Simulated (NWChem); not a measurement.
# One shape, several levels: S2F2 (Thio-thionyl fluoride)

Aim: a comparison of 4 runs (HF/STO-3G, HF/3-21G, B3LYP/6-31G*) of S2F2 (Thio-thionyl fluoride). 

The calculation is run with NWChem 7.3.0.

1 further run of the same task is left out (it didn't finish).

## 1. Starting point

S2F2 has 4 atoms, charge 0, and is taken as a singlet. As SMILES, `FS(F)=S`. The shape is that of a PBE0-D4/def2-TZVP optimisation.

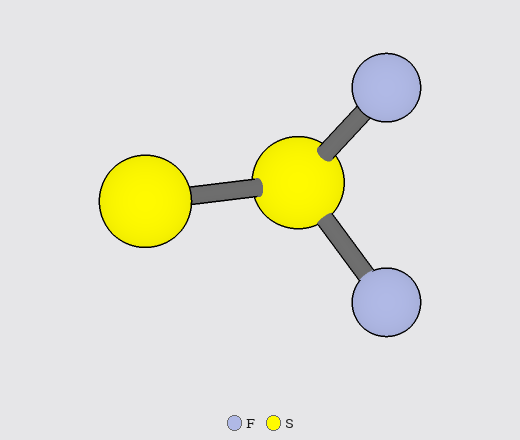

The structure, seen from a chosen angle (fluorine light blue, sulfur yellow).

## 2. Energy and forces at HF/STO-3G (run 1)

File f2s2.xyz:

```xyz
4

F      0.734930     0.336790     1.199050
S     -0.480890    -0.090070     0.240730
F      0.313460    -1.382440    -0.286190
S     -0.567510     1.135710    -1.153590
```

File run.py:

```python
from ase.io import read
from ase.calculators.nwchem import NWChem

atoms = read('f2s2.xyz')

calc = NWChem(
    label='f2s2',
    theory='scf',
    memory='2200 mb',
    basis='STO-3G',
    basispar='spherical bse',
    scf={'nopen': '0', 'rhf': None, 'thresh': '1e-08', 'maxiter': '80'},
)
atoms.calc = calc

forces = atoms.get_forces()
e = atoms.get_potential_energy()
print(f"E = {e:.6f} eV")
print("forces (eV/A):")
for s, f in zip(atoms.symbols, forces):
    print(f"{s:2s} {f[0]:10.5f} {f[1]:10.5f} {f[2]:10.5f}")
print("dipole (e A):", atoms.get_dipole_moment().round(4))
```

Run with:

```
export ASE_NWCHEM_COMMAND="nwchem PREFIX.nwi > PREFIX.nwo"
python run.py
```

What it wrote:

```text
E = -26727.972543 eV
forces (eV/A):
F     2.20837    0.74295    1.57382
S    -3.55486   -2.34958    3.72764
F     1.49031   -2.18374   -0.95480
S    -0.14383    3.79037   -4.34671
dipole (e A): [-0.0865 -0.3249  0.4006]
```

The calculator wrote f2s2.nwi:

```
title "f2s2"

permanent_dir f2s2

scratch_dir f2s2

start f2s2

geometry units angstrom nocenter noautosym noautoz
  F  7.3492999999999997e-01 3.3678999999999998e-01 1.1990499999999999e+00
  S  -4.8088999999999998e-01 -9.0069999999999997e-02 2.4073000000000000e-01
  F  3.1346000000000002e-01 -1.3824399999999999e+00 -2.8619000000000000e-01
  S  -5.6750999999999996e-01 1.1357100000000000e+00 -1.1535899999999999e+00
end

memory 2200 mb

basis spherical bse noprint
   * library STO-3G
end

scf
  nopen 0
  rhf
  thresh 1e-08
  maxiter 80
end

task scf gradient
```

f2s2.nwo (excerpt; [...] marks lines left out):

```text
[...]
      One-electron energy =  -1849.336534303216
[... 1 line left out ...]
 Nuclear repulsion energy =    240.671059143061
[... 36 lines left out ...]
                       ROHF Final Molecular Orbital Analysis
[... 143 lines left out ...]
     1   1 0 0     -0.163420      0.000000    -13.868491
[...]
  wavefunction    =   RHF
                         RHF ENERGY GRADIENTS
    atom               coordinates                        gradient
                 x          y          z           x          y          z
   1 F       1.388816   0.636441   2.265876   -0.042946  -0.014448  -0.030606
   2 S      -0.908750  -0.170208   0.454914    0.069131   0.045692  -0.072491
   3 F       0.592354  -2.612433  -0.540821   -0.028982   0.042467   0.018568
   4 S      -1.072438   2.146181  -2.179969    0.002797  -0.073711   0.084530
[...]
```

It took 3.3 s on 1 thread of Intel Xeon Platinum 8175M at 2.50GHz (Skylake/Cascade Lake), shared host; peak memory 0.099 GiB.

## 3. Energy and gradient at HF/3-21G (run 2)

File mymol.nw:

```
START mymol
TITLE "Thio-thionyl fluoride"
memory 2200 mb

GEOMETRY units angstroms noautosym nocenter noautoz
  F      0.734930     0.336790     1.199050
  S     -0.480890    -0.090070     0.240730
  F      0.313460    -1.382440    -0.286190
  S     -0.567510     1.135710    -1.153590
END

BASIS spherical bse
  F library 3-21G
  S library 3-21G
END

SCF
  thresh 1e-08
  maxiter 80
  print low
END

TASK scf gradient
```

Run with:

```
nwchem mymol.nw > mymol.out
```

What it wrote:

```text
[...]
  functions       =    44
[...]
  wavefunction    = RHF
[...]
         Total SCF energy =   -988.756274277732
      One-electron energy =  -1849.002401991404
      Two-electron energy =    619.575068570609
 Nuclear repulsion energy =    240.671059143062
        Time for solution =      1.8s
[...]
                         RHF ENERGY GRADIENTS
    atom               coordinates                        gradient
                 x          y          z           x          y          z
   1 F       1.388816   0.636441   2.265876   -0.026271  -0.009825  -0.020089
   2 S      -0.908750  -0.170208   0.454914    0.038662   0.062623  -0.083446
   3 F       0.592354  -2.612433  -0.540821   -0.017139   0.027387   0.012064
   4 S      -1.072438   2.146181  -2.179969    0.004747  -0.080185   0.091471
 Task  times  cpu:        2.1s     wall:        2.1s
 Total times  cpu:        2.2s     wall:        2.2s
```

Wall time 2.7 s (1 thread of Intel Xeon Platinum 8175M at 2.50GHz (Skylake/Cascade Lake), shared host); peak memory 0.099 GiB.

Run 3 isn't shown in full; the table further down has it.

## 4. Energy and forces at B3LYP/6-31G(d) (Cartesian functions) (run 4)

f2s2.xyz, as its differences from that of step 2:

```diff
@@ -1,3 +1,3 @@
 4
-
+F2S2 B3LYP
 F      0.734930     0.336790     1.199050
```

File run.py:

```python
from ase.io import read
from ase.calculators.nwchem import NWChem

molecule = read('f2s2.xyz')

calc = NWChem(
    label='f2s2',
    theory='dft',
    memory='2200 mb',
    basis='6-31G*',
    dft={'xc': 'b3lyp', 'mult': '1', 'grid': 'xfine', 'convergence': 'energy 1e-08', 'iterations': '100', 'mulliken': None},
)
molecule.calc = calc

forces = molecule.get_forces()
print("Total energy (eV):", round(molecule.get_potential_energy(), 6))
print("forces (eV/A):")
for s, f in zip(molecule.symbols, forces):
    print(f"{s:2s} {f[0]:10.5f} {f[1]:10.5f} {f[2]:10.5f}")
print("dipole (e A):", molecule.get_dipole_moment().round(4))
```

Run with:

```
export ASE_NWCHEM_COMMAND="nwchem PREFIX.nwi > PREFIX.nwo"
python run.py
```

What it wrote:

```text
Total energy (eV): -27102.533429
forces (eV/A):
F     0.83998    0.28102    0.71590
S    -1.26056   -0.23788    0.63254
F     0.53967   -0.94252   -0.34124
S    -0.11909    0.89937   -1.00726
dipole (e A): [-0.1865 -0.0803  0.1459]
```

The calculator wrote f2s2.nwi:

```
title "f2s2"

permanent_dir f2s2

scratch_dir f2s2

start f2s2

geometry units angstrom nocenter noautosym noautoz
  F  7.3492999999999997e-01 3.3678999999999998e-01 1.1990499999999999e+00
  S  -4.8088999999999998e-01 -9.0069999999999997e-02 2.4073000000000000e-01
  F  3.1346000000000002e-01 -1.3824399999999999e+00 -2.8619000000000000e-01
  S  -5.6750999999999996e-01 1.1357100000000000e+00 -1.1535899999999999e+00
end

memory 2200 mb

basis noprint
   * library 6-31G*
end

dft
  xc b3lyp
  mult 1
  grid xfine
  convergence energy 1e-08
  iterations 100
  mulliken
end

task dft gradient
```

f2s2.nwo (excerpt; [...] marks lines left out):

```text
[...]
         Total DFT energy =     -995.999740872042
[...]
  wavefunction    = closed shell
                         DFT ENERGY GRADIENTS
    atom               coordinates                        gradient
                 x          y          z           x          y          z
   1 F       1.388816   0.636441   2.265876   -0.016335  -0.005465  -0.013922
   2 S      -0.908750  -0.170208   0.454914    0.024514   0.004626  -0.012301
   3 F       0.592354  -2.612433  -0.540821   -0.010495   0.018329   0.006636
   4 S      -1.072438   2.146181  -2.179969    0.002316  -0.017490   0.019588
[...]
```

Run time: 34 s. Hardware: 1 thread of Intel Xeon Platinum 8175M at 2.50GHz (Skylake/Cascade Lake), shared host; peak memory 0.13 GiB.

## 5. The series

| run | level | iteration cap | module | energy (Eh) | largest force (eV/Å) | wall time |
| --- | --- | --- | --- | --- | --- | --- |
| 1 | HF/STO-3G | 80 | scf | -982.234882 | 5.769 | 3.3 s |
| 2 | HF/3-21G | 80 | scf | -988.756274 | 6.260 | 2.7 s |
| 3 | B3LYP/6-31G* (spherical functions) | 100 | dft | -995.991948 | 1.444 | 28 s |
| 4 | B3LYP/6-31G* (Cartesian functions) | 100 | dft | -995.999741 | 1.430 | 34 s |

## 6. Outcome

| quantity | value |
| --- | --- |
| run 4: total energy | -995.99974 Eh |
| run 4: dipole moment | 1.20 D |
| run 4: HOMO energy | -7.69 eV |
| run 4: LUMO energy | -2.17 eV |
| run 4: HOMO–LUMO gap | 5.52 eV |
| run 4: largest force on an atom | 1.430 eV/Å |

In run 1 the basis is minimal, so the values are rough. All runs together took 68 s, the longest 34 s.
